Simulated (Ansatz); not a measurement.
# C3H7GeN: shift of H9 from Ge4 to C3, part 3 of 3

How high is the barrier for the shift of H9 from Ge4 to C3? Relax the two ends, then run a nudged elastic band between them. SMILES of the start: CC#[C][GeH2][NH2].

Ansatz 0.2.0; RKS LDA/def2-SVP.

**13. Frames and traces**

The trajectory, every 8 steps (energies from step 0):

| time (fs) | T (K) | potential energy change (meV/atom) | total energy change (meV/atom) | H9–Ge4 (Å) | H9–C3 (Å) |
| --- | --- | --- | --- | --- | --- |
| 0.0 | 300 | 0.0 | 0.00 | 1.67 | 1.37 |
| 4.0 | 166 | 14.5 | 0.09 | 1.65 | 1.41 |
| 8.0 | 164 | 14.7 | 0.07 | 1.65 | 1.46 |
| 12.0 | 139 | 17.4 | 0.11 | 1.64 | 1.51 |
| 16.0 | 241 | 6.4 | 0.05 | 1.60 | 1.59 |
| 20.0 | 354 | -5.7 | 0.13 | 1.57 | 1.77 |
| 24.0 | 897 | -64.3 | 0.02 | 1.57 | 2.14 |
| 28.0 | 1320 | -109.9 | -0.01 | 1.65 | 2.67 |
| 32.0 | 1360 | -114.3 | -0.05 | 1.74 | 3.16 |
| 36.0 | 1016 | -77.0 | 0.06 | 1.75 | 3.42 |
| 40.0 | 801 | -54.0 | 0.01 | 1.63 | 3.43 |
| 44.0 | 586 | -30.7 | 0.13 | 1.49 | 3.31 |
| 48.0 | 949 | -70.0 | -0.06 | 1.53 | 3.26 |
| 52.0 | 1017 | -77.1 | 0.04 | 1.66 | 3.21 |
| 56.0 | 1117 | -88.0 | 0.01 | 1.69 | 2.99 |
| 60.0 | 1092 | -85.3 | 0.02 | 1.60 | 2.58 |
| 64.0 | 938 | -68.7 | -0.02 | 1.54 | 2.17 |
| 68.0 | 617 | -34.1 | 0.08 | 1.58 | 2.01 |
| 72.0 | 701 | -43.2 | 0.06 | 1.62 | 2.12 |
| 76.0 | 975 | -72.7 | -0.04 | 1.60 | 2.40 |
| 80.0 | 1015 | -77.0 | 0.05 | 1.60 | 2.76 |
| 84.0 | 1153 | -91.9 | 0.03 | 1.64 | 3.11 |
| 88.0 | 1182 | -95.0 | 0.02 | 1.64 | 3.30 |
| 92.0 | 1091 | -85.2 | -0.03 | 1.58 | 3.31 |
| 96.0 | 744 | -47.7 | 0.10 | 1.51 | 3.22 |
| 100.0 | 663 | -39.1 | 0.02 | 1.54 | 3.15 |

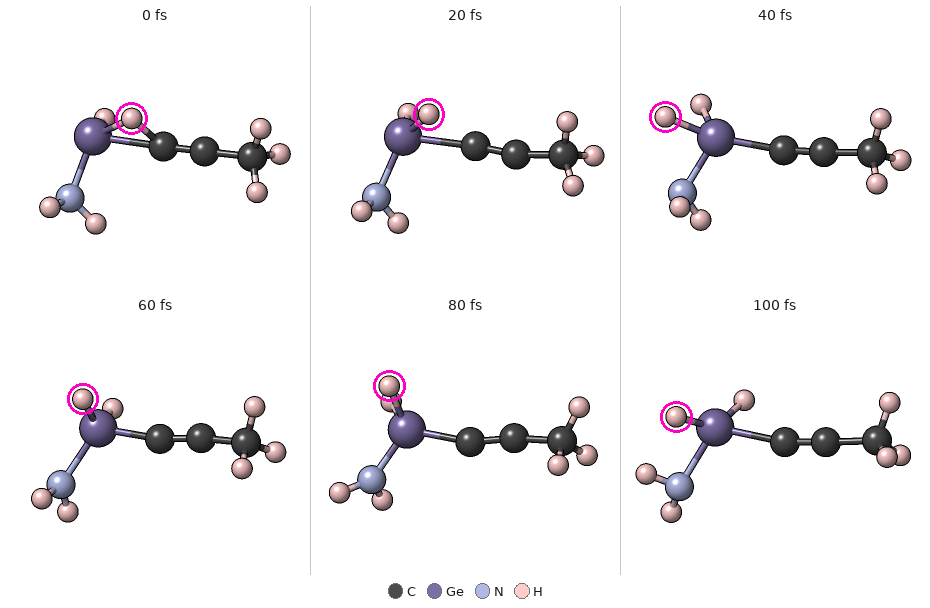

The system at six times, viewed from a chosen angle. Sticks join atoms within a bonding distance in each frame.

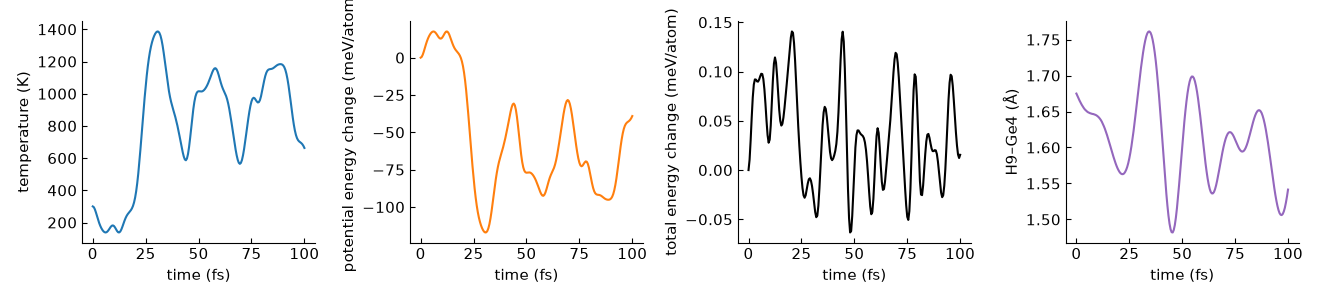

Traces against time; each panel has its own scale.

The last frame stands with the bonds of end A.

**14. Dynamics from the top**

It starts at the highest inner image of the first converged band: 200 steps of 0.5 fs at constant energy, with velocities drawn for 100 K.

File input.yaml:

```yaml
crystal:
  periodic: [false, false, false]
  atoms:
    - { symbol: C, position_ang: [-1.334289, -0.89921, 2.041335] }
    - { symbol: C, position_ang: [-0.46757, -0.288489, 1.072981] }
    - { symbol: C, position_ang: [0.291038, 0.238022, 0.241653] }
    - { symbol: Ge, position_ang: [1.318736, 1.294906, -1.16839] }
    - { symbol: "N", position_ang: [1.048184, 0.293796, -2.679217] }
    - { symbol: H, position_ang: [-2.106834, -1.534195, 1.553323] }
    - { symbol: H, position_ang: [-0.768927, -1.544255, 2.751267] }
    - { symbol: H, position_ang: [-1.87359, -0.137126, 2.6502] }
    - { symbol: H, position_ang: [0.09522, 1.55708, -0.05502] }
    - { symbol: H, position_ang: [2.700291, 0.95642, -0.551907] }
    - { symbol: H, position_ang: [0.357632, 0.699287, -3.320833] }
    - { symbol: H, position_ang: [0.81701, -0.691335, -2.501493] }
basis:
  gaussian: { orbitals: def2-SVP }
hamiltonian:
  xc: lda
md:
  timestep: 0.5
  n_steps: 200
  ensemble: nve
  temperature: 100.0
  initial_velocities: maxwell_boltzmann
  seed: 9868
```

Run with:

```console
> ansatz run input.yaml --threads 2 --pin off --max-ram 3072MiB --backend cpu --events-out ev --progress --plain --runs-dir out
```

Standard output (excerpt; [...] marks lines left out):

```text
Warning: RAYON_NUM_THREADS=2 ignored (pool sized by the plan → 2); use --threads N
[...]
Functional definition: SPW92
[...]
1403 factors; their error is unknown
[...]
mean field -61090.55271430 eV, -2245.0364035867 hartree, gradient 6.0e-6 eV, S^2 0.000000; 0 other end points of the search recorded, 0 dependent functions left out
[...]
reference -61090.55275393 eV, -2245.0364050432 hartree; 32, 32 occupied and 91, 91 virtual orbitals, 1403 factors
[...]
md step    75: t =    37.50 fs  T =  1205.9 K  F+E_penalty+E_count = -61091.98286714 eV  E_kin = 1.558705 eV  conserved = -61090.42416200 eV  (31 SCF iters)
[...]
md step    98: t =    49.00 fs  T =   525.6 K  F+E_penalty+E_count = -61091.10277105 eV  E_kin = 0.679367 eV  conserved = -61090.42340373 eV  (31 SCF iters)
md step    99: t =    49.50 fs  T =   532.4 K  F+E_penalty+E_count = -61091.11146203 eV  E_kin = 0.688153 eV  conserved = -61090.42330880 eV  (31 SCF iters)
```

**15. The output, continued: dynamics from the highest image of the converged band**

The log, continued (excerpt; [...] marks lines left out):

```text
md step   100: t =    50.00 fs  T =   544.3 K  F+E_penalty+E_count = -61091.12677359 eV  E_kin = 0.703536 eV  conserved = -61090.42323744 eV  (31 SCF iters)
[...]
md step   125: t =    62.50 fs  T =   897.2 K  F+E_penalty+E_count = -61091.58308426 eV  E_kin = 1.159716 eV  conserved = -61090.42336854 eV  (31 SCF iters)
[...]
Atom 8 at     0.907468     2.364084    -2.074140 Å, force    -0.076146     1.601354     0.675989 eV/Å
Atom 9 at     2.746315     1.036212    -0.512553 Å, force    -0.134042     0.573516    -0.465148 eV/Å
Atom 10 at     0.510801     0.942121    -3.240327 Å, force    -0.420972    -0.686256    -0.903839 eV/Å
Atom 11 at     0.817124    -0.779110    -2.688576 Å, force    -0.169927     0.970326    -0.256063 eV/Å
Dipole moment:    -0.231306    -0.132261     0.019235 e Å
```

Wall time 5 min (2 threads of Arm Neoverse V1, shared host); peak memory 0.17 GiB.

**16. What the atoms did**

One step in 11; energies are changes from step 0:

| time (fs) | T (K) | potential energy change (meV/atom) | total energy change (meV/atom) | H9–Ge4 (Å) | H9–C3 (Å) |
| --- | --- | --- | --- | --- | --- |
| 0.0 | 100 | 0.0 | 0.00 | 1.67 | 1.37 |
| 5.5 | 56 | 4.7 | 0.02 | 1.69 | 1.35 |
| 11.0 | 60 | 4.3 | 0.03 | 1.68 | 1.35 |
| 16.5 | 56 | 4.7 | 0.04 | 1.66 | 1.41 |
| 22.0 | 148 | -5.1 | 0.05 | 1.62 | 1.56 |
| 27.5 | 593 | -53.0 | 0.05 | 1.57 | 1.94 |
| 33.0 | 1377 | -137.7 | -0.12 | 1.66 | 2.67 |
| 38.5 | 1099 | -107.6 | -0.04 | 1.81 | 3.30 |
| 44.0 | 604 | -54.3 | 0.01 | 1.72 | 3.46 |
| 49.5 | 532 | -46.6 | 0.01 | 1.49 | 3.30 |
| 55.0 | 819 | -77.5 | -0.06 | 1.59 | 3.30 |
| 60.5 | 861 | -82.0 | -0.02 | 1.72 | 3.18 |
| 66.0 | 1076 | -105.2 | -0.09 | 1.56 | 2.64 |
| 71.5 | 787 | -74.0 | 0.00 | 1.54 | 2.17 |
| 77.0 | 586 | -52.3 | 0.01 | 1.65 | 2.19 |
| 82.5 | 752 | -70.2 | -0.02 | 1.58 | 2.49 |
| 88.0 | 861 | -82.0 | 0.01 | 1.61 | 2.93 |
| 93.5 | 1163 | -114.5 | -0.06 | 1.67 | 3.21 |
| 99.0 | 982 | -95.1 | -0.06 | 1.53 | 3.14 |
| 100.0 | 844 | -80.2 | -0.01 | 1.50 | 3.12 |

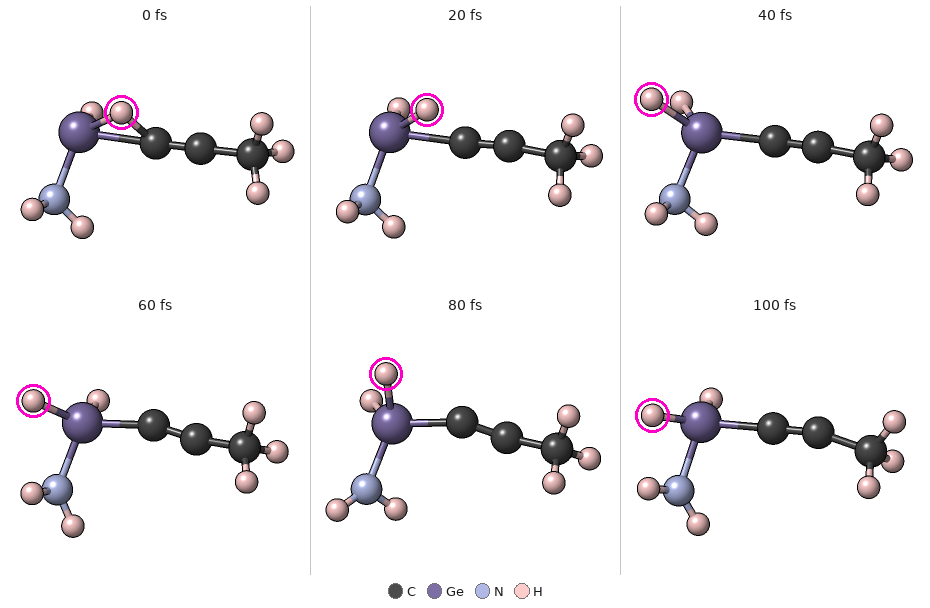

The system at six times, viewed from a chosen angle. Sticks join atoms within a bonding distance in each frame.

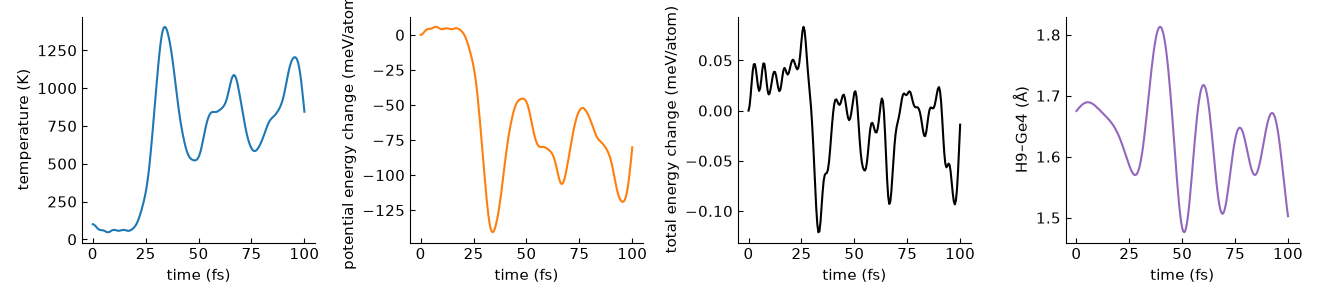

Traces against time; each panel has its own scale.

The last frame stands with the bonds of end A.

**17. Summary of results**

This closing draws on all 3 parts.

```
                                quantity                                                                    value
                                   end A                                                  6 moves, 0.345 eV lower
                                   end B                                                 27 moves, 2.837 eV lower
            first band: barrier forwards                                                                  2.09 eV
           first band: barrier backwards                                                                  1.44 eV
first band: second end relative to first                                                                +0.648 eV
               first band: highest image                                                    2 of 0 to 6, climbing
             first band: band iterations                                                                       27
              imaginary modes at the top                                                                726i cm⁻¹
                             second band  top 0.990 eV above image 0, 29 iterations, 1 inner image, none climbing
             time, first and second band                                                         3.5 min and 46 s
       trajectory at 300 K, after 100 fs                                        with the bonds of end A, at 663 K
       trajectory at 100 K, after 100 fs                                        with the bonds of end A, at 844 K
```

In words: In the first band: the top lies 2.09 eV above the first end, or 81 kT at room temperature; with a typical attempt rate of 10^13 per second that is roughly 10^-22 events a second. Going back costs 1.44 eV, since the second end is 0.65 eV above the first. By distance, end A alone has Ge4–H9 and end B alone has C3–H9. One imaginary mode, as a first-order saddle point has. The second band's top lies 1102 meV below the first's, as a band that doesn't climb stops under the top. As for the second band: so few images can miss the top or cut a corner of the path. These are electronic energies, with no zero-point or thermal terms. Tunnelling, which matters where hydrogen moves, is missing too. Semilocal functionals tend to give barriers that are too low.
